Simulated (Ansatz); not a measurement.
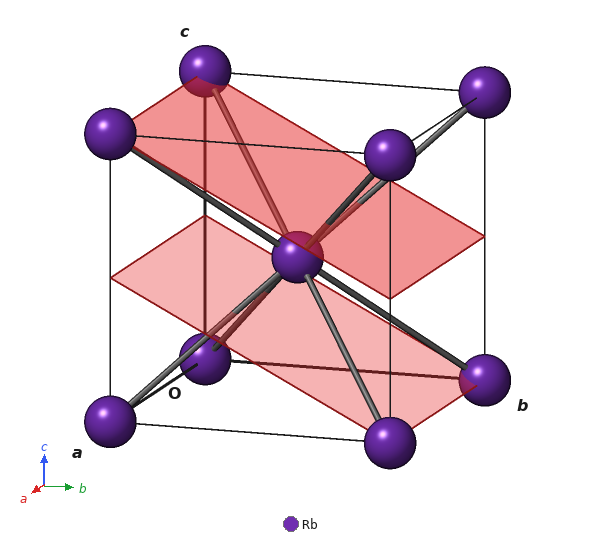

Crystal: Rb, the input geometry of an electronic-structure calculation (not necessarily at equilibrium). Every member of one family of equally spaced planes, hx + ky + lz = a whole number, that cuts the unit cell is shaded (one member passes through the origin O, touching the cell only at an edge or corner). Symmetry computed with spglib at a tolerance of 0.002 Å; standard conventional cell.

a = 5.749 Å, b = 5.749 Å, c = 5.749 Å, α = 90.00°, β = 90.00°, γ = 90.00°.

Q: What are the Miller indices?

A: (0 1 2); the opposite sign names the same planes. The member next to the origin meets the axes a never, b at 1, c at 1/2.

Q: What is the spacing?

A: d = 2.571 Å.

Q: Which atoms of the cell lie in these planes (within 0.03 Å)?

A: 1 of the 2 Rb.
